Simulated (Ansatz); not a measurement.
**Molecular dynamics of C$_{2}$H$_{5}$GaSi (part 2 of 2)**

Continued. System: C$_{2}$H$_{5}$GaSi. Method: UKS PBE/6-31G* (Ansatz 0.2.0). The geometry comes from this level: PBE0-D4/def2-TZVP.

Geometry of the input (Å):
```
C  2.0503  -0.9007  -1.3275
C  1.3259  -0.1696  -0.6973
Si 0.1718  0.8732  0.2576
Ga -1.8749  -0.3051  0.7724
H  2.6958  -1.5407  -1.8842
H  -0.1138  2.1013  -0.5352
H  0.8549  1.2999  1.5108
H  -2.0923  -1.8017  0.3503
H  -3.0178  0.4435  1.5533
```

Trajectory as extended XYZ, continued:
```
9
Properties=species:S:1:pos:R:3:forces:R:3 step=9 time_fs=18.0 energy=-62385.38981 temperature=241.5
C     2.0785   -0.9429   -1.3067    0.0709  -0.2189  -0.8182
C     1.3840   -0.1214   -0.7352   -1.2069   1.0726   1.2513
Si    0.1366    0.8580    0.2684    0.7128   0.6738  -0.5145
Ga   -1.8637   -0.3023    0.7693   -0.6745   0.1026   0.2389
H     2.4882   -1.5384   -2.0917    0.4894  -0.3807  -0.0059
H    -0.2732    2.1853   -0.4903    0.4021  -0.9503   0.5173
H     0.7256    1.2556    1.6299   -0.1028  -0.0674  -0.5055
H    -2.4072   -1.7450    0.5650    0.2087  -0.5110  -0.2270
H    -3.0271    0.5056    1.4968    0.1003   0.2793   0.0637
9
Properties=species:S:1:pos:R:3:forces:R:3 step=10 time_fs=20.0 energy=-62385.44494 temperature=302.2
C     2.0760   -0.9447   -1.3148   -0.5512   0.5548  -0.1747
C     1.3825   -0.1115   -0.7295   -0.2700   0.0344   0.4110
Si    0.1378    0.8534    0.2669    0.5919   1.0467  -0.2992
Ga   -1.8651   -0.3025    0.7698   -0.6124  -0.2008   0.1282
H     2.5300   -1.5689   -2.0592    0.3289  -0.2026   0.1052
H    -0.2776    2.2082   -0.4746    0.4369  -1.1275   0.5336
H     0.7120    1.2813    1.6425   -0.1379  -0.1850  -0.6703
H    -2.3698   -1.7848    0.5470    0.2313  -0.0961  -0.1139
H    -2.9752    0.5712    1.4902   -0.0175   0.1762   0.0801
9
Properties=species:S:1:pos:R:3:forces:R:3 step=11 time_fs=22.0 energy=-62385.51474 temperature=375.6
C     2.0717   -0.9447   -1.3235   -0.8015   0.9021   0.1261
C     1.3800   -0.1015   -0.7225    0.5866  -0.9260  -0.3932
Si    0.1398    0.8503    0.2651    0.4556   0.8695  -0.1230
Ga   -1.8668   -0.3028    0.7703   -0.5652  -0.4384   0.0543
H     2.5844   -1.6072   -2.0226   -0.0844   0.2844   0.4954
H    -0.2652    2.1881   -0.4383    0.3100  -0.8040   0.2754
H     0.6930    1.3000    1.6295   -0.0409  -0.2109  -0.4956
H    -2.3236   -1.8283    0.5246    0.2142   0.3174   0.0096
H    -2.9239    0.6436    1.4865   -0.0744   0.0061   0.0510
9
Properties=species:S:1:pos:R:3:forces:R:3 step=12 time_fs=24.0 energy=-62385.53116 temperature=391.7
C     2.0648   -0.9419   -1.3318   -0.8100   1.0227   0.4230
C     1.3795   -0.0944   -0.7167    1.0262  -1.4169  -0.8462
Si    0.1424    0.8483    0.2631    0.3860   0.0471   0.0181
Ga   -1.8689   -0.3033    0.7709   -0.4786  -0.4713   0.0296
H     2.6357   -1.6347   -1.9670   -0.3428   0.5336   0.5588
H    -0.2410    2.1370   -0.3914    0.0149   0.0678  -0.2571
H     0.6725    1.3107    1.5974    0.1648  -0.1434  -0.0287
H    -2.2690   -1.8598    0.5026    0.1285   0.5642   0.1098
H    -2.8753    0.7165    1.4849   -0.0889  -0.2039  -0.0071
9
Properties=species:S:1:pos:R:3:forces:R:3 step=13 time_fs=26.0 energy=-62385.46272 temperature=327.2
C     2.0554   -0.9357   -1.3388   -0.6815   0.9852   0.6751
C     1.3822   -0.0919   -0.7137    0.8988  -1.2584  -0.7982
Si    0.1455    0.8464    0.2611    0.3956  -1.0701   0.1185
Ga   -1.8712   -0.3041    0.7714   -0.3286  -0.2863   0.0404
H     2.6740   -1.6418   -1.8898   -0.2329   0.3312   0.2168
H    -0.2161    2.0885   -0.3543   -0.3316   1.1494  -0.8610
H     0.6582    1.3159    1.5641    0.3902  -0.0316   0.5052
H    -2.2094   -1.8697    0.4847   -0.0096   0.5829   0.1655
H    -2.8301    0.7816    1.4829   -0.1003  -0.4023  -0.0624
9
Properties=species:S:1:pos:R:3:forces:R:3 step=14 time_fs=28.0 energy=-62385.42921 temperature=293.6
C     2.0437   -0.9264   -1.3436   -0.2002   0.4772   0.5009
C     1.3879   -0.0934   -0.7131    0.1969  -0.4239  -0.2257
Si    0.1492    0.8430    0.2593    0.2993  -1.2025   0.0098
Ga   -1.8737   -0.3051    0.7720   -0.1211   0.0738   0.0701
H     2.7035   -1.6362   -1.8041    0.0375  -0.0335  -0.1798
H    -0.2039    2.0839   -0.3500   -0.3759   1.2731  -0.9345
H     0.6589    1.3199    1.5502    0.4700   0.0056   0.6812
H    -2.1500   -1.8573    0.4731   -0.1691   0.3684   0.1661
H    -2.7885    0.8316    1.4786   -0.1374  -0.5382  -0.0880
9
Properties=species:S:1:pos:R:3:forces:R:3 step=15 time_fs=30.0 energy=-62385.44226 temperature=296.6
C     2.0313   -0.9155   -1.3468    0.8741  -0.7385  -0.2372
C     1.3942   -0.0962   -0.7134   -0.8021   0.7789   0.6392
Si    0.1534    0.8380    0.2575    0.0968  -0.0791  -0.1851
Ga   -1.8763   -0.3060    0.7727    0.1180   0.5222   0.1033
H     2.7344   -1.6319   -1.7251   -0.0059  -0.0490  -0.3052
H    -0.2061    2.1281   -0.3816   -0.0812   0.2614  -0.3907
H     0.6775    1.3242    1.5623    0.3301  -0.0913   0.3298
H    -2.0969   -1.8308    0.4679   -0.3154  -0.0290   0.1143
H    -2.7521    0.8610    1.4709   -0.2144  -0.5756  -0.0685
9
Properties=species:S:1:pos:R:3:forces:R:3 step=16 time_fs=32.0 energy=-62385.35631 temperature=212.5
C     2.0217   -0.9069   -1.3507    1.7911  -1.7220  -0.7705
C     1.3979   -0.0966   -0.7115   -1.3950   1.5024   1.1437
Si    0.1576    0.8328    0.2554   -0.0395   1.0707  -0.1606
Ga   -1.8789   -0.3067    0.7734    0.3554   0.8746   0.1072
H     2.7652   -1.6294   -1.6576   -0.2504   0.1379  -0.3296
H    -0.2114    2.1824   -0.4283    0.1954  -0.6970   0.1693
H     0.7089    1.3249    1.5870    0.0929  -0.2259  -0.2033
H    -2.0558   -1.8052    0.4670   -0.4130  -0.4437   0.0418
H    -2.7239    0.8684    1.4605   -0.3368  -0.4971   0.0019
9
Properties=species:S:1:pos:R:3:forces:R:3 step=17 time_fs=34.0 energy=-62385.26815 temperature=122.9
C     2.0179   -0.9039   -1.3572    1.5370  -1.3242  -0.3485
C     1.3972   -0.0921   -0.7060   -1.0060   1.0212   0.7053
Si    0.1619    0.8291    0.2532   -0.1559   1.6904   0.0149
Ga   -1.8812   -0.3068    0.7742    0.5610   0.8820   0.0341
H     2.7865   -1.6217   -1.6026   -0.2147   0.0653  -0.4495
H    -0.2092    2.2101   -0.4686    0.3107  -1.1140   0.4758
H     0.7439    1.3170    1.6041   -0.0975  -0.2893  -0.5517
H    -2.0304   -1.7967    0.4678   -0.4408  -0.6106   0.0071
H    -2.7085    0.8568    1.4502   -0.4938  -0.3209   0.1126
9
Properties=species:S:1:pos:R:3:forces:R:3 step=18 time_fs=36.0 energy=-62385.27106 temperature=124.2
C     2.0190   -0.9051   -1.3648    0.4684  -0.0042   0.6611
C     1.3932   -0.0844   -0.6982    0.0369  -0.2743  -0.3766
Si    0.1659    0.8277    0.2509   -0.3084   1.7775   0.1959
Ga   -1.8833   -0.3065    0.7749    0.6994   0.4965  -0.1070
H     2.7997   -1.6114   -1.5646    0.0448  -0.1850  -0.5736
H    -0.1951    2.1953   -0.4908    0.2794  -1.0322   0.5270
H     0.7753    1.2979    1.6001   -0.1776  -0.2468  -0.5879
H    -2.0218   -1.8115    0.4688   -0.4078  -0.4035   0.0411
H    -2.7119    0.8328    1.4441   -0.6352  -0.1279   0.2201
9
Properties=species:S:1:pos:R:3:forces:R:3 step=19 time_fs=38.0 energy=-62385.32942 temperature=183.4
C     2.0216   -0.9063   -1.3703   -0.1822   0.8535   1.3880
C     1.3893   -0.0775   -0.6915    0.9266  -1.4024  -1.2984
Si    0.1695    0.8287    0.2488   -0.4331   1.2785   0.3403
Ga   -1.8849   -0.3058    0.7757    0.7098   0.0121  -0.2125
H     2.8146   -1.6082   -1.5484    0.0072  -0.1450  -0.5665
H    -0.1702    2.1408   -0.4928    0.1093  -0.4522   0.2986
H     0.8000    1.2694    1.5735   -0.1279  -0.1051  -0.3100
H    -2.0289   -1.8418    0.4714   -0.3404   0.0037   0.1085
H    -2.7398    0.8038    1.4465   -0.6694  -0.0431   0.2520
9
Properties=species:S:1:pos:R:3:forces:R:3 step=20 time_fs=40.0 energy=-62385.35606 temperature=212.4
C     2.0236   -0.9048   -1.3714   -0.0046   0.7630   1.4607
C     1.3884   -0.0751   -0.6891    1.1712  -1.7853  -1.5793
Si    0.1726    0.8315    0.2473   -0.4261   0.1674   0.4958
Ga   -1.8862   -0.3052    0.7763    0.5416  -0.2594  -0.1868
H     2.8298   -1.6106   -1.5539   -0.3470   0.1746  -0.4636
H    -0.1410    2.0687   -0.4834   -0.1833   0.6103  -0.2352
H     0.8199    1.2367    1.5349    0.0326   0.0982   0.1889
H    -2.0490   -1.8721    0.4781   -0.2573   0.3563   0.1553
H    -2.7934    0.7731    1.4586   -0.5272  -0.1250   0.1642
9
Properties=species:S:1:pos:R:3:forces:R:3 step=21 time_fs=42.0 energy=-62385.34641 temperature=215.9
C     2.0256   -0.9008   -1.3677    0.4972   0.1752   0.9842
C     1.3912   -0.0784   -0.6917    0.7045  -1.3444  -1.1667
Si    0.1750    0.8346    0.2464   -0.3074  -0.8662   0.5655
Ga   -1.8872   -0.3047    0.7768    0.2273  -0.2635  -0.0395
H     2.8318   -1.6062   -1.5773   -0.4832   0.2958  -0.3910
H    -0.1187    2.0197   -0.4830   -0.4167   1.5004  -0.7178
H     0.8411    1.2076    1.5034    0.1823   0.2712   0.6173
H    -2.0791   -1.8889    0.4908   -0.1670   0.5230   0.1549
H    -2.8675    0.7375    1.4770   -0.2371  -0.2915  -0.0069
9
Properties=species:S:1:pos:R:3:forces:R:3 step=22 time_fs=44.0 energy=-62385.43470 temperature=305.6
C     2.0292   -0.8963   -1.3609    0.9245  -0.4850   0.2319
C     1.3963   -0.0861   -0.6980   -0.2402  -0.3271  -0.2849
Si    0.1771    0.8364    0.2463   -0.2038  -0.6505   0.2590
Ga   -1.8881   -0.3044    0.7773   -0.1248  -0.0983   0.1518
H     2.8152   -1.5905   -1.6157   -0.1824   0.0318  -0.4259
H    -0.1124    2.0281   -0.5101   -0.3239   1.1470  -0.4692
H     0.8694    1.1888    1.4954    0.1319   0.3142   0.6110
H    -2.1157   -1.8857    0.5096   -0.0771   0.4765   0.1053
H    -2.9509    0.6905    1.4952    0.0956  -0.4086  -0.1792
9
Properties=species:S:1:pos:R:3:forces:R:3 step=23 time_fs=46.0 energy=-62385.51096 temperature=387.7
C     2.0359   -0.8933   -1.3533    1.2611  -1.0599  -0.4760
C     1.4007   -0.0948   -0.7053   -1.1740   0.7130   0.6074
Si    0.1788    0.8374    0.2465   -0.0644   0.3560  -0.1080
Ga   -1.8890   -0.3041    0.7779   -0.4013   0.1447   0.3169
H     2.7916   -1.5735   -1.6707    0.1877  -0.2891  -0.4955
H    -0.1184    2.0806   -0.5554   -0.0493   0.0638   0.2301
H     0.9029    1.1820    1.5109   -0.1266   0.2356   0.1963
H    -2.1554   -1.8641    0.5325    0.0012   0.2352   0.0169
H    -3.0311    0.6276    1.5066    0.3656  -0.3992  -0.2880
9
Properties=species:S:1:pos:R:3:forces:R:3 step=24 time_fs=48.0 energy=-62385.49185 temperature=378.7
C     2.0466   -0.8936   -1.3472    1.5464  -1.4370  -0.9045
C     1.4013   -0.1013   -0.7107   -1.4986   1.0772   0.9463
Si    0.1805    0.8389    0.2466    0.0879   1.1070  -0.1881
Ga   -1.8902   -0.3037    0.7786   -0.5281   0.3816   0.4087
H     2.7751   -1.5675   -1.7449    0.0793  -0.1597  -0.3347
H    -0.1263    2.1358   -0.5920    0.1461  -0.7169   0.7189
H     0.9317    1.1841    1.5339   -0.3979   0.1299  -0.2534
H    -2.1953   -1.8335    0.5561    0.0619  -0.1286  -0.0901
H    -3.0977    0.5492    1.5070    0.5028  -0.2535  -0.3031
9
Properties=species:S:1:pos:R:3:forces:R:3 step=25 time_fs=50.0 energy=-62385.47377 temperature=364.8
C     2.0623   -0.8987   -1.3440    1.2335  -1.0830  -0.7797
C     1.3971   -0.1044   -0.7131   -0.9040   0.4169   0.4512
Si    0.1824    0.8419    0.2465    0.1284   1.3648  -0.0814
Ga   -1.8916   -0.3032    0.7796   -0.4887   0.4776   0.3939
H     2.7615   -1.5676   -1.8324   -0.2463   0.2004   0.0395
H    -0.1287    2.1637   -0.6012    0.2126  -0.9849   0.8575
H     0.9454    1.1913    1.5474   -0.5299   0.0633  -0.4757
H    -2.2330   -1.8076    0.5764    0.1224  -0.4536  -0.1853
H    -3.1452    0.4606    1.4958    0.4719  -0.0017  -0.2201
9
Properties=species:S:1:pos:R:3:forces:R:3 step=26 time_fs=52.0 energy=-62385.49547 temperature=387.9
C     2.0821   -0.9072   -1.3432    0.1598   0.0428  -0.1148
C     1.3900   -0.1061   -0.7140    0.2258  -0.7962  -0.4919
Si    0.1844    0.8468    0.2462    0.0534   1.1213   0.0777
Ga   -1.8933   -0.3023    0.7808   -0.3320   0.2974   0.2654
H     2.7384   -1.5600   -1.9187   -0.2934   0.3086   0.2878
H    -0.1230    2.1539   -0.5776    0.1618  -0.7767   0.6734
H     0.9388    1.2010    1.5426   -0.4760   0.0554  -0.3971
H    -2.2662   -1.7990    0.5896    0.2190  -0.5496  -0.2398
H    -3.1749    0.3715    1.4761    0.2816   0.2969  -0.0608
9
Properties=species:S:1:pos:R:3:forces:R:3 step=27 time_fs=54.0 energy=-62385.49266 temperature=383.1
C     2.1025   -0.9156   -1.3429   -0.9748   1.1587   0.5767
C     1.3836   -0.1104   -0.7165    1.1257  -1.6952  -1.1783
Si    0.1865    0.8533    0.2460   -0.0238   0.2597   0.2609
Ga   -1.8953   -0.3013    0.7822   -0.1530  -0.1244   0.0720
H     2.7039   -1.5405   -1.9945   -0.0863   0.1514   0.2908
H    -0.1110    2.1143   -0.5280   -0.0176  -0.0393   0.1419
H     0.9139    1.2128    1.5226   -0.2453   0.1021  -0.0352
H    -2.2911   -1.8115    0.5938    0.3573  -0.3704  -0.2449
H    -3.1940    0.2933    1.4540    0.0179   0.5574   0.1161
9
Properties=species:S:1:pos:R:3:forces:R:3 step=28 time_fs=56.0 energy=-62385.40053 temperature=293.7
C     2.1199   -0.9204   -1.3407   -1.4137   1.4980   0.6856
C     1.3807   -0.1202   -0.7229    1.2731  -1.7383  -1.1684
Si    0.1886    0.8601    0.2462    0.0045  -1.0666   0.4350
Ga   -1.8973   -0.3003    0.7836   -0.0682  -0.5701  -0.0901
H     2.6660   -1.5151   -2.0595    0.0796   0.0145   0.2783
H    -0.0996    2.0730   -0.4726   -0.2810   1.0500  -0.6053
H     0.8794    1.2286    1.5011    0.0719   0.1685   0.4535
H    -2.3025   -1.8382    0.5885    0.4889  -0.0524  -0.2126
H    -3.2124    0.2361    1.4362   -0.1551   0.6963   0.2239
9
Properties=species:S:1:pos:R:3:forces:R:3 step=29 time_fs=58.0 energy=-62385.33984 temperature=236.8
C     2.1328   -0.9203   -1.3362   -0.9601   0.8938  -0.0054
C     1.3819   -0.1357   -0.7330    0.5855  -0.8838  -0.4307
Si    0.1906    0.8656    0.2470    0.0642  -1.7059   0.3224
Ga   -1.8994   -0.2997    0.7850   -0.1500  -0.8454  -0.1514
H     2.6309   -1.4891   -2.1141    0.1052   0.0223   0.4361
H    -0.0989    2.0717   -0.4402   -0.3663   1.4263  -0.9113
H     0.8475    1.2509    1.4970    0.2699   0.1683   0.6930
H    -2.2951   -1.8671    0.5751    0.5595   0.2397  -0.1606
H    -3.2369    0.2054    1.4269   -0.1079   0.6846   0.2080
9
Properties=species:S:1:pos:R:3:forces:R:3 step=30 time_fs=60.0 energy=-62385.38428 temperature=273.4
C     2.1427   -0.9174   -1.3318   -0.0878  -0.0975  -0.9674
C     1.3851   -0.1540   -0.7446   -0.5807   0.4455   0.6902
Si    0.1928    0.8687    0.2483    0.0518  -0.9285  -0.0669
Ga   -1.9015   -0.2995    0.7863   -0.3364  -0.8950  -0.1260
H     2.5996   -1.4620   -2.1523    0.1850  -0.0277   0.5156
H    -0.1123    2.1252   -0.4427   -0.1196   0.4942  -0.4551
H     0.8258    1.2799    1.5194    0.2186   0.0351   0.4161
H    -2.2663   -1.8870    0.5554    0.5473   0.4108  -0.1044
H    -3.2657    0.2008    1.4255    0.1216   0.5631   0.0979
```

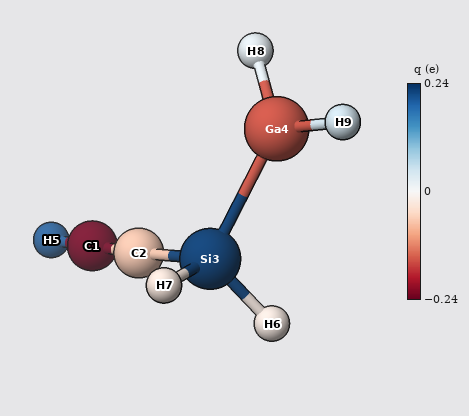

**Figure 1.** Mulliken charges, as the colour of each atom (ball-and-stick view, seen at a tilt; atoms are numbered from 1 in the order of the input). By element: C −0.23 to −0.06, Si +0.22, Ga −0.15 and H −0.02 to +0.20 e.
